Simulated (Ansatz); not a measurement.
# AlGaPH (triplet): one geometry, many settings at a displaced geometry (v2)

Aim: run AlGaPH (triplet) at one geometry under a spread of methods and options, and see what each costs and gives.

Program: Ansatz 0.2.0, Gaussian basis. Level of theory: the settings change from run to run. These are calculated values, not measurements.

32 further runs of the same task are left out: 1 for a known fault of the program, 17 that didn't finish, 14 set aside as unsound or not needed.

**1. The geometry**

The geometry is a PBE0/def2-TZVP stationary point (not a proven minimum) with its atoms shifted at random (size 0.100 Å). No spin-orbit coupling is included. The filled d shell of Ga may be among the frozen orbitals whatever the setting's name suggests; the logs give the count.

4 atoms, charge 0, spin multiplicity 3.

Atoms are counted from 1 here; the program's logs count them from 0.

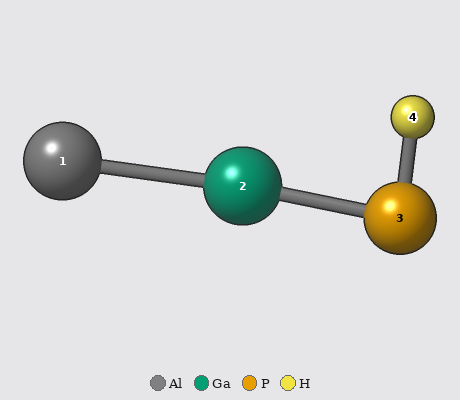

The structure; aluminium grey, gallium teal, phosphorus amber, hydrogen yellow; atoms are numbered from 1 in the order of the file.

Coordinates:

```xyz
4

Al    0.06469   -0.29101    2.92399
Ga   -0.10065   -0.27670    0.46744
P    -0.02359   -0.40401   -1.70803
H     0.05955    0.97171   -1.68340
```

**2. HF/cc-pVDZ**

File in.yaml:

```yaml
crystal:
  periodic: [false, false, false]
  atoms:
    - {symbol: Al, position_ang: [0.064688, -0.291006, 2.923986]}
    - {symbol: Ga, position_ang: [-0.100653, -0.276698, 0.467445]}
    - {symbol: P, position_ang: [-0.023586, -0.404006, -1.708033]}
    - {symbol: H, position_ang: [0.059551, 0.971710, -1.683398]}
basis:
  gaussian: {orbitals: cc-pVDZ}
magnetization: {spin_polarized: false, initial_magnetization: 2}
hamiltonian: {xc: hf}
accuracy: high
output: {orbitals: {seedname: orbitals}}
```

The run is started by

```sh
$ ansatz run in.yaml --threads 1 --pin off --events-out ev --progress --plain --max-ram 2393MiB
```

Output:

```text
Functional definition: HF
  name "HF"
  cite "Fock, Z. Phys. 61, 126 (1930) doi:10.1007/BF01340294"
  parent pbe
  exchange = exact_x
  correlation = 0
1403 factors; integrals over basis functions are off by at most 4.6e-9 eV
mean field evaluation 1: about -68200.0453 eV, gradient 1.5e1 eV
mean field evaluation 2: about -68200.0523 eV, gradient 1.5e1 eV
mean field evaluation 4: about -68201.8500 eV, gradient 2.2e0 eV
mean field evaluation 8: about -68202.1871 eV, gradient 4.9e-1 eV
mean field evaluation 16: about -68202.2152 eV, gradient 1.9e-7 eV
mean field evaluation 32: about -68202.2036 eV, gradient 1.6e-1 eV
mean field evaluation 64: about -68202.1627 eV, gradient 7.8e-2 eV
mean field evaluation 96: about -68198.2315 eV, gradient 1.5e1 eV
mean field evaluation 128: about -68198.8799 eV, gradient 1.8e0 eV
mean field evaluation 160: about -68186.6223 eV, gradient 1.3e1 eV
mean field -68202.21516288 eV, -2506.3851781141 hartree, gradient 1.7e-8 eV, S^2 2.000000; 4 other end points of the search recorded, 0 dependent functions left out
reference -68202.21516288 eV, -2506.3851781141 hartree; 31, 29 occupied and 37, 39 virtual orbitals, 1403 factors
Total energy: -68202.21516288 eV, -2506.3851781141 hartree
```

Wall time 9.5 s (1 thread of Arm Neoverse V1, shared host).

**3. HF/def2-SVP**

Edit in.yaml of step 2 so:

```diff
@@ -8,6 +8,5 @@
 basis:
-  gaussian: {orbitals: cc-pVDZ}
+  gaussian: {orbitals: def2-SVP}
 magnetization: {spin_polarized: false, initial_magnetization: 2}
 hamiltonian: {xc: hf}
-accuracy: high
-output: {orbitals: {seedname: orbitals}}
+output: {forces: true, orbitals: {seedname: orbitals}}
```

The command is unchanged.

Output, cut to the lines that bear on the results:

```text
Functional definition: HF
  name "HF"
  cite "Fock, Z. Phys. 61, 126 (1930) doi:10.1007/BF01340294"
  parent pbe
[...]
689 factors; integrals over basis functions are off by at most 1.4e-3 eV
[...]
mean field -68191.12957807 eV, -2505.9777903863 hartree, gradient 6.6e-6 eV, S^2 2.000000; 4 other end points of the search recorded, 0 dependent functions left out
[...]
reference -68191.12957807 eV, -2505.9777903863 hartree; 31, 29 occupied and 42, 44 virtual orbitals, 689 factors
Total energy: -68191.12957807 eV, -2505.9777903863 hartree
Atom 0 at     0.064688    -0.291006     2.923986 Å, force    -0.023543     0.037786     0.169644 eV/Å
Atom 1 at    -0.100653    -0.276698     0.467445 Å, force     0.070666    -0.226165    -0.593200 eV/Å
Atom 2 at    -0.023586    -0.404006    -1.708033 Å, force    -0.129042    -0.993613     0.591849 eV/Å
Atom 3 at     0.059551     0.971710    -1.683398 Å, force     0.081919     1.181991    -0.168292 eV/Å
Dipole moment:     0.002553     0.135717     1.016904 e Å
```

It took 7.5 s on 1 thread of Arm Neoverse V1, shared host.

**4. BCCD on ROHF/6-31G***

Edit in.yaml of step 3 so:

```diff
@@ -8,5 +8,6 @@
 basis:
-  gaussian: {orbitals: def2-SVP}
+  gaussian: {orbitals: "6-31G*"}
 magnetization: {spin_polarized: false, initial_magnetization: 2}
-hamiltonian: {xc: hf}
-output: {forces: true, orbitals: {seedname: orbitals}}
+correlation: {method: bccd, electrons: outside_noble_gas}
+scf: {lower_state_search: off}
+output: {forces: true}
```

Launched as before.

Output, cut to the lines that bear on the results:

```text
Functional definition: HF
  name "HF"
  cite "Fock, Z. Phys. 61, 126 (1930) doi:10.1007/BF01340294"
  parent pbe
[...]
673 factors; integrals over basis functions are off by at most 9.1e-4 eV
[...]
mean field -68194.51275388 eV, -2506.1021198042 hartree, gradient 1.3e-6 eV, S^2 2.000000; 0 other end points of the search recorded, 0 dependent functions left out
24 core orbitals not correlated: weight in the atoms' cores, before any rotation towards them, 0.997 or more for the frozen orbitals, at most 0.002 for the correlated occupied ones
reference -68194.51275388 eV, -2506.1021198042 hartree; 7, 5 occupied and 44, 46 virtual orbitals, 673 factors
second order -5.08163105 eV of doubles, -0.03528272 eV of singles
cycle   1  -5.69577884 eV  change   -5.8e-1 eV  update   1.2e-1
[...]
cycle  36  -6.12026141 eV  change   -1.5e-8 eV  update   8.5e-8
[...]
Total energy: -68200.63301529 eV, -2506.3270352625 hartree
Atom 0 at     0.064688    -0.291006     2.923986 Å, force     0.009308     0.006502     0.323938 eV/Å
Atom 1 at    -0.100653    -0.276698     0.467445 Å, force    -0.009311    -0.074704    -0.054187 eV/Å
Atom 2 at    -0.023586    -0.404006    -1.708033 Å, force    -0.088591    -1.320064    -0.176778 eV/Å
Atom 3 at     0.059551     0.971710    -1.683398 Å, force     0.088595     1.388265    -0.092974 eV/Å
Dipole moment:     0.012087     0.120510     0.669163 e Å
Checks for a lower state left out: starts, cluster_reference, orbital_swaps, neighbouring_geometries, increment
```

It took 19 s on 1 thread of Arm Neoverse V1, shared host; peak memory 0.33 GiB.

From the report: correlation -6.1203 eV; largest double amplitude 0.08.

**5. CASCI(4,3)/STO-3G**

Edit in.yaml of step 4 so:

```diff
@@ -8,6 +8,4 @@
 basis:
-  gaussian: {orbitals: "6-31G*"}
+  gaussian: {orbitals: STO-3G}
 magnetization: {spin_polarized: false, initial_magnetization: 2}
-correlation: {method: bccd, electrons: outside_noble_gas}
-scf: {lower_state_search: off}
-output: {forces: true}
+correlation: {active_space: {window: {electrons: 4, orbitals: 3}, fixed_orbitals: true, states: [{multiplicity: 3, weights: [1, 1, 1]}], root: 2}}
```

Launched as before.

Output, cut to the lines that bear on the results:

```text
Functional definition: HF
  name "HF"
  cite "Fock, Z. Phys. 61, 126 (1930) doi:10.1007/BF01340294"
  parent pbe
[...]
547 factors; integrals over basis functions are off by at most 3.4e-8 eV
[...]
mean field -67415.28042693 eV, -2477.4658599713 hartree, gradient 1.5e-9 eV, S^2 2.000000; 12 other end points of the search recorded, 0 dependent functions left out
reference -67415.28042693 eV, -2477.4658599713 hartree; 31, 29 occupied and 6, 8 virtual orbitals, 547 factors
state -67415.28042693 eV, -2477.4658599713 hartree
state -67412.47020239 eV, -2477.3625861245 hartree
state -67405.35314429 eV, -2477.1010390632 hartree
Total energy: -67405.35314429 eV, -2477.1010390632 hartree
```

It took 6 s on 1 thread of Arm Neoverse V1, shared host.

From the report: 9 determinants; active occupations (of the averaged states) 1.33, 1.33, 1.33.

**6. CCSD(T)/def2-mTZVP**

File in.yaml:

```yaml
crystal:
  periodic: [false, false, false]
  atoms:
    - {symbol: Al, position_ang: [0.064688, -0.291006, 2.923986]}
    - {symbol: Ga, position_ang: [-0.100653, -0.276698, 0.467445]}
    - {symbol: P, position_ang: [-0.023586, -0.404006, -1.708033]}
    - {symbol: H, position_ang: [0.059551, 0.971710, -1.683398]}
basis:
  gaussian: {orbitals: def2-mTZVP}
magnetization: {spin_polarized: true, initial_magnetization: 2}
hamiltonian: {xc: {name: B3LYP}}
correlation: {method: ccsd_t, electrons: outside_noble_gas}
scf: {omitted_lower_state_checks: [cluster_reference]}
```

The command is unchanged.

Output, cut to the lines that bear on the results:

```text
Functional definition: B3LYP
  name "B3LYP"
  cite "Stephens, Devlin, Chabalowski & Frisch, J. Phys. Chem. 98, 11623 (1994) doi:10.1021/j100096a001"
  cite "Becke, Phys. Rev. A 38, 3098 (1988) doi:10.1103/PhysRevA.38.3098"
  cite "Lee, Yang & Parr, Phys. Rev. B 37, 785 (1988) doi:10.1103/PhysRevB.37.785"
  cite "Vosko, Wilk & Nusair, Can. J. Phys. 58, 1200 (1980) doi:10.1139/p80-159"
[...]
731 factors; integrals over basis functions are off by at most 8.8e-4 eV
[...]
mean field -68280.20103901 eV, -2509.2511062010 hartree, gradient 7.3e-6 eV, S^2 2.008203; 10 other end points of the search recorded, 0 dependent functions left out
24 core orbitals not correlated: weight in the atoms' cores, before any rotation towards them, 0.996 or more for the frozen orbitals, at most 0.003 for the correlated occupied ones
reference -68201.99483542 eV, -2506.3770812291 hartree; 7, 5 occupied and 52, 54 virtual orbitals, 731 factors
second order -5.84780019 eV of doubles, -0.39159588 eV of singles
cycle   1  -6.30967406 eV  change   -8.2e-2 eV  update   1.4e-1
[...]
cycle  17  -6.71383578 eV  change   -1.7e-6 eV  update   1.4e-5
perturbative correction -0.41198355 eV, -0.0151401163 hartree
Total energy: -68209.12065475 eV, -2506.6389502596 hartree
Checks for a lower state left out: cluster_reference
```

Wall time 26 s (1 thread of Arm Neoverse V1, shared host); peak memory 0.29 GiB.

From the report: ⟨S²⟩ of the determinant 2.008 (pure triplet: 2.00); correlation -7.1258 eV; T1 0.030; largest double amplitude 0.08. The orbitals are Kohn-Sham ones, so correlation energy and T1 don't compare with those on Hartree-Fock orbitals.

**7. CASSCF(2,3)/STO-3G**

File in.yaml:

```yaml
crystal:
  periodic: [false, false, false]
  atoms:
    - {symbol: Al, position_ang: [0.064688, -0.291006, 2.923986]}
    - {symbol: Ga, position_ang: [-0.100653, -0.276698, 0.467445]}
    - {symbol: P, position_ang: [-0.023586, -0.404006, -1.708033]}
    - {symbol: H, position_ang: [0.059551, 0.971710, -1.683398]}
basis:
  gaussian: {orbitals: STO-3G}
magnetization: {spin_polarized: false, initial_magnetization: 2}
correlation: {active_space: {window: {electrons: 2, orbitals: 3}}}
```

The command is unchanged.

Output, cut to the lines that bear on the results:

```text
Functional definition: HF
  name "HF"
  cite "Fock, Z. Phys. 61, 126 (1930) doi:10.1007/BF01340294"
  parent pbe
[...]
377 factors; integrals over basis functions are off by at most 1.1e-4 eV
[...]
mean field -67415.28027096 eV, -2477.4658542397 hartree, gradient 7.4e-6 eV, S^2 2.000000; 12 other end points of the search recorded, 0 dependent functions left out
reference -67415.28027096 eV, -2477.4658542397 hartree; 31, 29 occupied and 6, 8 virtual orbitals, 377 factors
state -67415.28027096 eV, -2477.4658542397 hartree
Total energy: -67415.28027096 eV, -2477.4658542397 hartree
```

Wall time 7.5 s (1 thread of Arm Neoverse V1, shared host).

From the report: 9 determinants; active occupations 1.00, 1.00, 0.00. With so small a space the active step adds no correlation: the energy is the mean field's.

**8. NEVPT4(SD)(4,3)/STO-3G**

Edit in.yaml of step 7 so:

```diff
@@ -10,2 +10,3 @@
 magnetization: {spin_polarized: false, initial_magnetization: 2}
-correlation: {active_space: {window: {electrons: 2, orbitals: 3}}}
+correlation: {method: fic_nevpt4_sd, electrons: outside_noble_gas, active_space: {window: {electrons: 4, orbitals: 3}}}
+scf: {lower_state_search: full}
```

Launched as before.

Output, cut to the lines that bear on the results:

```text
Functional definition: HF
  name "HF"
  cite "Fock, Z. Phys. 61, 126 (1930) doi:10.1007/BF01340294"
  parent pbe
[...]
377 factors; integrals over basis functions are off by at most 1.1e-4 eV
[...]
mean field -67415.28027096 eV, -2477.4658542397 hartree, gradient 7.4e-6 eV, S^2 2.000000; 18 other end points of the search recorded, 0 dependent functions left out
reference -67415.28027096 eV, -2477.4658542397 hartree; 31, 29 occupied and 6, 8 virtual orbitals, 377 factors
state -67415.28027096 eV, -2477.4658542397 hartree
state -67415.28027096 eV, -2477.4658542397 hartree; corrected -67418.85311334 eV, -2477.5971537754 hartree
WARN: 1 active orbitals are nearly empty or full. The corrections depend on them more than the energy does, and are more stable in an active space without them
Total energy: -67418.85311334 eV, -2477.5971537754 hartree
```

It took 9.5 s on 1 thread of Arm Neoverse V1, shared host.

From the report: 9 determinants; active occupations 2.00, 1.00, 1.00. The report marks this result as in doubt.

**9. BCCD(T) on ROHF/def2-SVP**

Edit in.yaml of step 8 so:

```diff
@@ -8,5 +8,5 @@
 basis:
-  gaussian: {orbitals: STO-3G}
+  gaussian: {orbitals: def2-SVP}
 magnetization: {spin_polarized: false, initial_magnetization: 2}
-correlation: {method: fic_nevpt4_sd, electrons: outside_noble_gas, active_space: {window: {electrons: 4, orbitals: 3}}}
-scf: {lower_state_search: full}
+correlation: {method: bccd_t, electrons: outside_noble_gas}
+output: {forces: true}
```

The command is unchanged.

Output, cut to the lines that bear on the results:

```text
Functional definition: HF
  name "HF"
  cite "Fock, Z. Phys. 61, 126 (1930) doi:10.1007/BF01340294"
  parent pbe
[...]
689 factors; integrals over basis functions are off by at most 1.4e-3 eV
[...]
mean field -68191.12957807 eV, -2505.9777903863 hartree, gradient 4.7e-6 eV, S^2 2.000000; 13 other end points of the search recorded, 0 dependent functions left out
[...]
determinant -68191.12957807 eV, -2505.9777903863 hartree, with singles and doubles -68197.62719700 eV, -2506.2165734776 hartree
determinant -68191.04966239 eV, -2505.9748535394 hartree, with singles and doubles -68197.35764751 eV, -2506.2066677169 hartree
determinant -68190.90358062 eV, -2505.9694851333 hartree, with singles and doubles -68197.27648462 eV, -2506.2036850354 hartree
determinant -68190.88806696 eV, -2505.9689150167 hartree, with singles and doubles -68197.18216840 eV, -2506.2002189785 hartree
[...]
24 core orbitals not correlated: weight in the atoms' cores, before any rotation towards them, 0.997 or more for the frozen orbitals, at most 0.002 for the correlated occupied ones
reference -68191.12957807 eV, -2505.9777903863 hartree; 7, 5 occupied and 42, 44 virtual orbitals, 689 factors
second order -5.47724800 eV of doubles, -0.03444393 eV of singles
cycle   1  -6.48538041 eV  change    2.1e-2 eV  update   3.9e-2
[...]
cycle  35  -6.49301860 eV  change    8.6e-9 eV  update   7.8e-8
perturbative correction -0.40173674 eV, -0.0147635527 hartree
[...]
Total energy: -68198.02433340 eV, -2506.2311679713 hartree
Atom 0 at     0.064688    -0.291006     2.923986 Å, force    -0.005644     0.007055     0.160300 eV/Å
Atom 1 at    -0.100653    -0.276698     0.467445 Å, force     0.004475    -0.047948     0.295595 eV/Å
Atom 2 at    -0.023586    -0.404006    -1.708033 Å, force    -0.082882    -1.297177    -0.387267 eV/Å
Atom 3 at     0.059551     0.971710    -1.683398 Å, force     0.084050     1.338070    -0.068628 eV/Å
Dipole moment:     0.011448     0.099180     0.564077 e Å
```

Run time: 82 s. Hardware: 1 thread of Arm Neoverse V1, shared host; peak memory 0.35 GiB.

From the report: correlation -6.8948 eV; largest double amplitude 0.08.

**10. BCCD on ROHF/cc-pVDZ**

Edit in.yaml of step 9 so:

```diff
@@ -8,5 +8,6 @@
 basis:
-  gaussian: {orbitals: def2-SVP}
+  gaussian: {orbitals: cc-pVDZ}
 magnetization: {spin_polarized: false, initial_magnetization: 2}
-correlation: {method: bccd_t, electrons: outside_noble_gas}
-output: {forces: true}
+correlation: {method: bccd, electrons: outside_noble_gas, diis_vectors: 4}
+accuracy: high
+scf: {lower_state_search: full}
```

Same command.

Output, cut to the lines that bear on the results:

```text
Functional definition: HF
  name "HF"
  cite "Fock, Z. Phys. 61, 126 (1930) doi:10.1007/BF01340294"
  parent pbe
[...]
1403 factors; integrals over basis functions are off by at most 4.6e-9 eV
[...]
mean field -68202.21516288 eV, -2506.3851781141 hartree, gradient 1.7e-8 eV, S^2 2.000000; 20 other end points of the search recorded, 0 dependent functions left out
[...]
determinant -68202.21516288 eV, -2506.3851781141 hartree, with singles and doubles -68208.80560216 eV, -2506.6273722906 hartree
determinant -68202.16290843 eV, -2506.3832577983 hartree, with singles and doubles -68208.53996467 eV, -2506.6176102925 hartree
determinant -68202.01562096 eV, -2506.3778450836 hartree, with singles and doubles -68208.38280157 eV, -2506.6118346553 hartree
determinant -68201.99199172 eV, -2506.3769767253 hartree, with singles and doubles -68208.46914350 eV, -2506.6150076626 hartree
[...]
determinant -68201.99199172 eV, -2506.3769767253 hartree, with singles and doubles -68208.47779470 eV, -2506.6153255884 hartree
determinant -68201.74306624 eV, -2506.3678288824 hartree, with singles and doubles -68208.81946791 eV, -2506.6278818473 hartree
unrestricted determinant -68202.43638488 eV, -2506.3933078726 hartree, S^2 2.5891
24 core orbitals not correlated: weight in the atoms' cores, before any rotation towards them, 0.998 or more for the frozen orbitals, at most 0.002 for the correlated occupied ones
reference -68202.21516288 eV, -2506.3851781141 hartree; 7, 5 occupied and 37, 39 virtual orbitals, 1403 factors
second order -5.53700181 eV of doubles, -0.04164088 eV of singles
cycle   1  -6.58083126 eV  change    1.8e-2 eV  update   3.9e-2
[...]
cycle  56  -6.58815176 eV  change   9.7e-11 eV  update   1.3e-9
WARN: the results are in doubt because among natural orbitals full CI differs from the method by -0.085 eV
Total energy: -68208.80331464 eV, -2506.6272882257 hartree
In doubt: among natural orbitals full CI differs from the method by -0.085 eV
```

Run time: 1.7 min. Hardware: 1 thread of Arm Neoverse V1, shared host; peak memory 0.33 GiB.

From the report: correlation -6.5882 eV; largest double amplitude 0.07. Mind the lines of doubt at the end of the log.

**11. All runs side by side**

 † marks a result that the program doubts.

| level | correlated | functions | energy (eV) | time |
| --- | --- | --- | --- | --- |
| HF/cc-pVDZ |  | 68 | -68202.2152 | 9.5 s |
| HF/def2-SVP |  | 73 | -68191.1296 | 7.5 s |
| BCCD on ROHF/6-31G* | outside noble gas | 75 | -68200.6330 | 19 s |
| CASCI(4,3)/STO-3G (excited root 2 of an average) |  | 37 | -67405.3531 | 6 s |
| CCSD(T)/def2-mTZVP (on B3LYP orbitals) | outside noble gas | 83 | -68209.1207 | 26 s |
| CASSCF(2,3)/STO-3G |  | 37 | -67415.2803 | 7.5 s |
| NEVPT4(SD)(4,3)/STO-3G † | outside noble gas | 37 | -67418.8531 | 9.5 s |
| BCCD(T) on ROHF/def2-SVP | outside noble gas | 73 | -68198.0243 | 82 s |
| BCCD on ROHF/cc-pVDZ † | outside noble gas | 68 | -68208.8033 | 1.7 min |

**12. Outcome**

| quantity | value |
| --- | --- |
| runs | 9 |
| quickest | CASCI(4,3)/STO-3G (excited root 2 of an average), 6 s |
| slowest | BCCD on ROHF/cc-pVDZ †, 1.7 min |

What this shows: Total energies in different bases, with other cores or another treatment of relativity can't be set against each other. BCCD on ROHF/cc-pVDZ † took 17 times as long as CASCI(4,3)/STO-3G (excited root 2 of an average); the jobs differ in more than the method.
